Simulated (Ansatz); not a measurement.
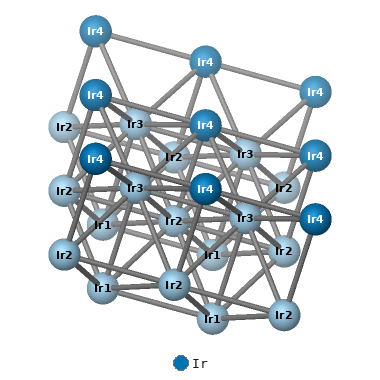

The system is F on an Ir(110) slab cut from the Fm-3m phase, its upper half relaxed before the scan (4 atoms of substrate and one adsorbate in a 1 × 1 cell); the picture shows it without the atoms that are moved over the map. F is moved over the surface cell; relaxed at each place: the height of the adsorbate's atoms; substrate rigid; the origin of the map has the adsorbate above Ir4. Places are given modulo a cell vector. The map is drawn in real space over the plane of the surface. The grid has 6 × 8 points; 20 points were computed and 28 follow by symmetry. All energies are given in eV relative to the lowest grid point. With one adsorbate in each 1 × 1 cell, its nearest image is 2.7 Å away, so neighbouring adsorbates interact. The runs have no spin polarisation; a magnetic state may lie lower. The calculation used Ansatz, DFT PBE, scalar-relativistic, plane waves, PAW. Settings: cutoff 420 eV, k-mesh 10×7×1, gaussian smearing 0.1 eV, no spin polarisation.

Range: position of F5 along the first surface vector from 0.000 to 0.833; position of F5 along the second surface vector from 0.000 to 0.875.

What landscape does the calculation give?

The lowest grid point is at the top site over a surface Ir atom, (0/6, 0/8) of the cell vectors. No other kind of well shows on this grid. The highest grid point, a fourfold hollow over a second-layer Ir atom, (3/6, 4/8) of the cell vectors, lies 1.39 eV above the lowest. On the interpolated surface the easiest way out of the lowest well to its copy in the next cell or period passes a barrier of about 0.49 eV. At the lowest point the adsorbate has 1 Ir at 1.89 Å as nearest neighbours, at the highest 1 Ir at 2.46 Å. Its relaxed height above the top atom is 1.89 Å at the lowest and 1.22 Å at the highest point.

```
second ↓, first →   0/6   1/6   2/6   3/6   4/6   5/6
              7/8  0.02  0.19  0.48  0.57  0.48  0.19
              6/8  0.12  0.30  0.65  0.80  0.65  0.30
              5/8  0.42  0.60  0.97  1.17  0.97  0.60
              4/8  0.73  0.88  1.20  1.39  1.20  0.88
              3/8  0.42  0.60  0.97  1.17  0.97  0.60
              2/8  0.12  0.30  0.65  0.80  0.65  0.30
              1/8  0.02  0.19  0.48  0.57  0.48  0.19
              0/8  0.00  0.16  0.43  0.49  0.43  0.16
```

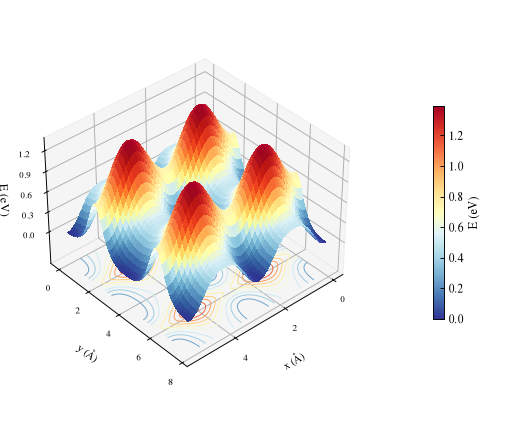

The picture shows a relief with its contours projected below, any walls above the top of the colour scale cut off. Between grid points the surface is interpolated.

The whole map (20 points run) took 15 min on 2 threads of Arm Neoverse V2, on a shared host.

PAW datasets: the set soft_1.
